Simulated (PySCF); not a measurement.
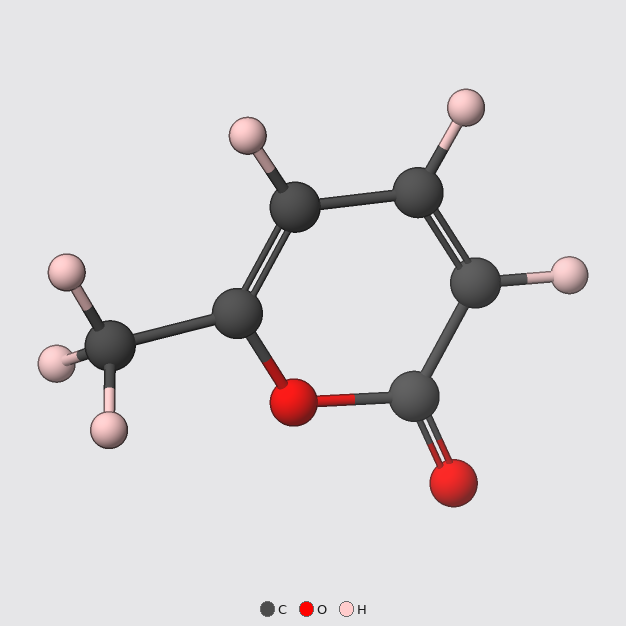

The picture shows a molecular structure as a ball-and-stick model.

The geometry was computed by an optimisation with PBE0-D3(BJ)/def2-SVP. No frequency run is at hand to confirm it as a minimum.

Identify the structure.

It has 14 atoms: 6 carbon, 6 hydrogen and 2 oxygen (C6H6O2). Its SMILES string is `Cc1cccc(=O)o1`. Independent rings (smallest set): 1 of 6 members, 1 of them aromatic. Coordination: 1 C tetrahedral; 5 C trigonal planar; 1 O bent.

More results for the same structure follow; atom numbers are the same in all pictures, views and colours differ.

## Shape

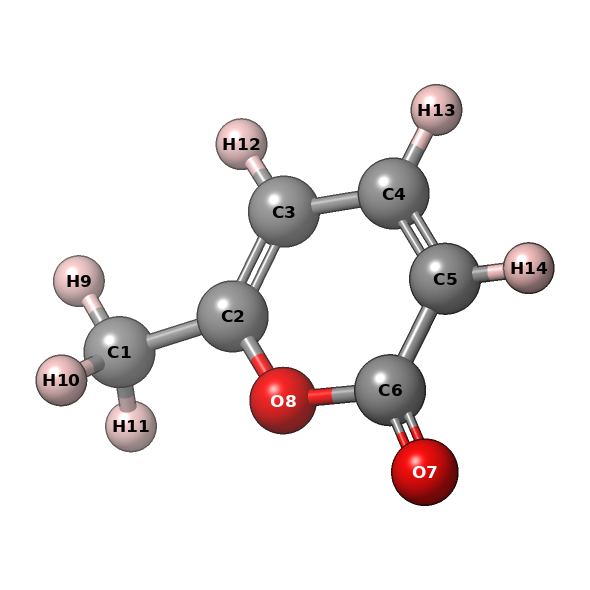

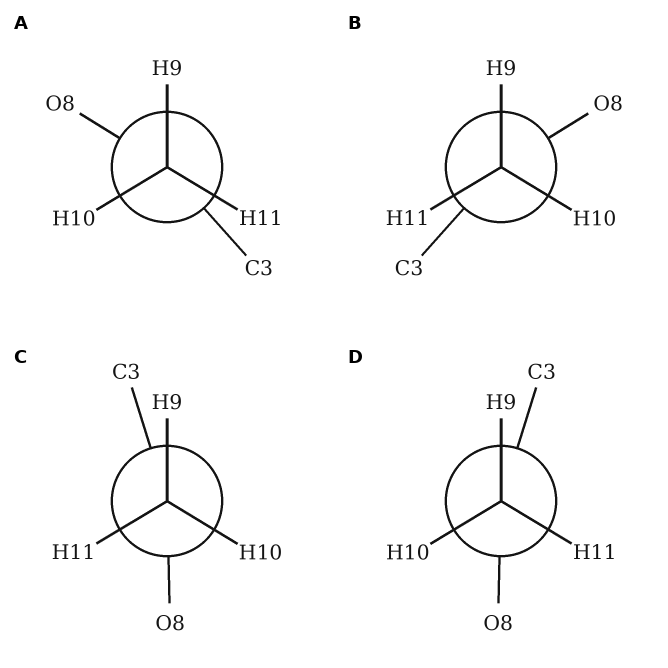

Distant atoms are faded towards the background colour. Bonds that would overlap in a projection are set slightly apart. No frequency run is at hand to confirm it as a minimum.

Which Newman projection shows the view along C1–C2, with C1 in front?

C. The torsion angle H9–C1–C2–O8 is 179°, antiperiplanar (anti).

## Bond orders

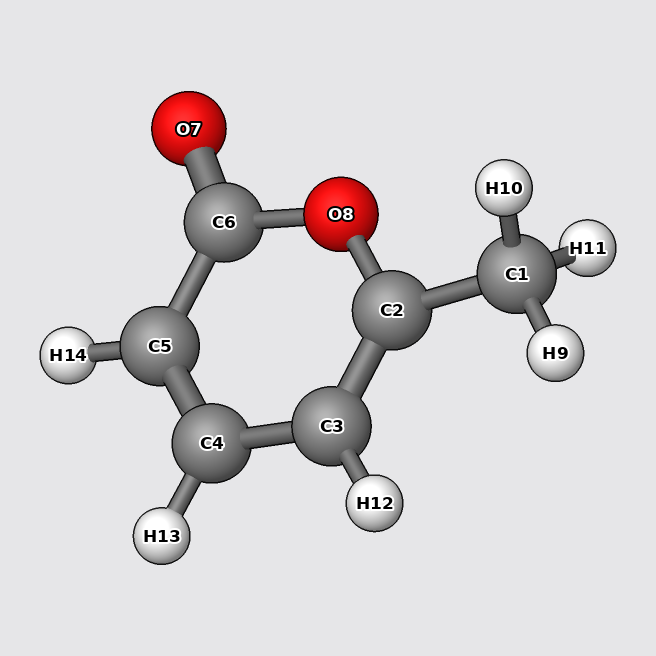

The thickness of each stick grows with its Mayer bond order. No frequency run is at hand to confirm it as a minimum. Computed with PBE0/pcSseg-1 in acetone (IEF-PCM) (PySCF 2.14.0).

Which bond has the highest Mayer bond order?

C6–O7, 1.93, at a length of 1.198 Å.

List the Mayer bond orders of C1–C2, C1–H9, C1–H10, C1–H11, C2–C3, C2–O8, C3–C4, C3–H12, C4–C5, C4–H13, C5–C6, C5–H14, C6–O7, C6–O8. Atoms whose distances differ by more than 0.02 Å in this geometry are listed apart.

```csv
bond,Mayer order,length (Å)
C1–C2,1.08,1.486
C1–H9,0.96,1.097
C1–H10,0.93,1.101
C1–H11,0.93,1.101
C2–C3,1.56,1.359
C2–O8,1.05,1.338
C3–C4,1.21,1.427
C3–H12,0.96,1.089
C4–C5,1.60,1.359
C4–H13,0.96,1.093
C5–C6,1.16,1.448
C5–H14,0.95,1.090
C6–O7,1.93,1.198
C6–O8,0.94,1.400
```

## Quadrupole coupling

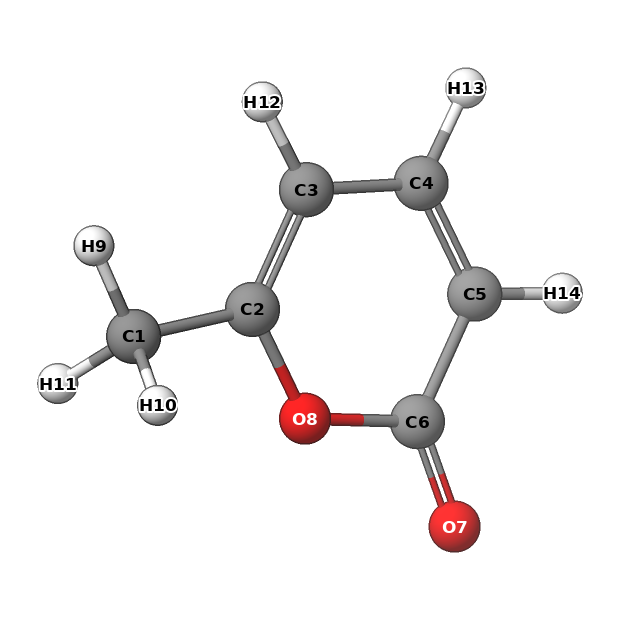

No frequency run is at hand to confirm it as a minimum. Electric field gradients from the ground-state density, PBE0/pcSseg-1 in acetone (IEF-PCM) (PySCF 2.14.0), non-relativistic apart from any core potentials.

Give the largest field-gradient component, the quadrupole coupling constant and the asymmetry for 17O at O7 (Q = −25.6 mb), 17O at O8 (Q = −25.6 mb), 2H at H9 (Q = 2.86 mb), 2H at H10 (Q = 2.86 mb).

| atom | V_zz (a.u.) | e²qQ/h (MHz) | η |
| --- | --- | --- | --- |
| O7 | −1.420 | 8.54 | 0.10 |
| O8 | 1.550 | −9.32 | 0.11 |
| H9 | 0.292 | 0.196 | 0.05 |
| H10 | 0.287 | 0.193 | 0.04 |

## Ring current

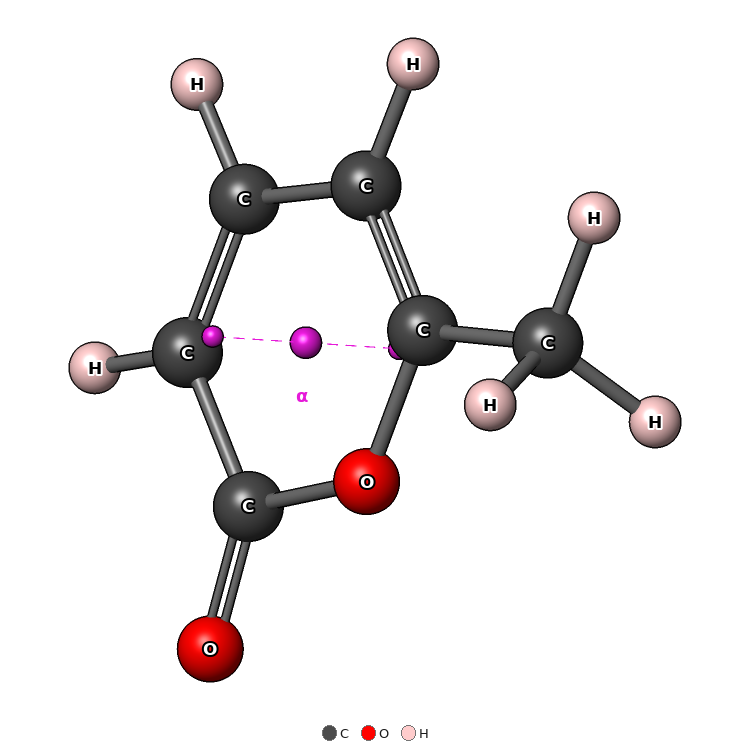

The small points mark where nucleus-independent chemical shifts (NICS) were computed: at the centre of each lettered ring and 1 Å above and below it. No frequency run is at hand to confirm it as a minimum. Level of theory: GIAO PBE0/pcSseg-1 NMR shielding, non-relativistic, IEF-PCM water (PySCF 2.14.0).

Give NICS(0), NICS(1) and the out-of-plane component NICS(1)zz for each ring (means of the two sides).

```
ring  members  NICS(0)  NICS(1)  NICS(1)zz
   α      C5O     −1.9     −4.8       −8.7
```

Values in ppm.

## Levels of theory compared

No frequency run is at hand to confirm it as a minimum. Program: PySCF 2.14.0.

Tabulate dipole (D) at these levels: CAM-B3LYP/def2-SVPD; CAM-B3LYP/def2-SVPD in acetone (IEF-PCM); CAM-B3LYP/def2-SVPD in water (IEF-PCM); PBE0/pcSseg-1 in acetone (IEF-PCM); PBE0/pcSseg-1 in water (IEF-PCM).

```json
{"level": "CAM-B3LYP/def2-SVPD", "dipole (D)": "5.02"}
{"level": "CAM-B3LYP/def2-SVPD in acetone (IEF-PCM)", "dipole (D)": "6.82"}
{"level": "CAM-B3LYP/def2-SVPD in water (IEF-PCM)", "dipole (D)": "6.95"}
{"level": "PBE0/pcSseg-1 in acetone (IEF-PCM)", "dipole (D)": "6.41"}
{"level": "PBE0/pcSseg-1 in water (IEF-PCM)", "dipole (D)": "6.51"}
```
